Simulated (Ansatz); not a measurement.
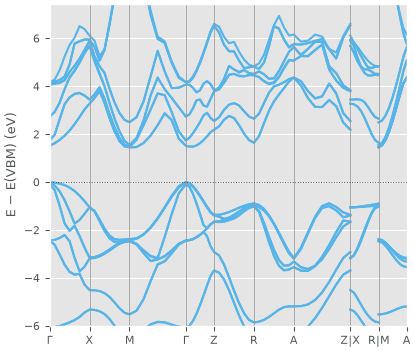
Figure: Band structure from PBEsol with spin–orbit coupling (plane waves, PAW; program Ansatz)

Read off the gap and where the band edges lie.

About 1.4 eV (1.44 eV by a search for the band edges); maximum at Γ, minimum on the M–Γ line, 7 % of the way from M.

The material is AlGaP2 in space group P-4m2 (No. 115; Al on 1c, Ga on 1a, P on 2g).

The workflow started from a Materials Project entry (that database holds measured and hypothetical structures alike); the Crystallography Open Database copy checked does not list it. With Al and Ga taken as one species the cell has the higher symmetry F-43m, so it may be an ordered model of a mixed-site phase. Its standing as an ambient phase is unchecked. The PBEsol relaxation kept the symmetry of its start; whether a distortion lowers the energy is not shown.

Potentials: the later of the program's two PAW sets.
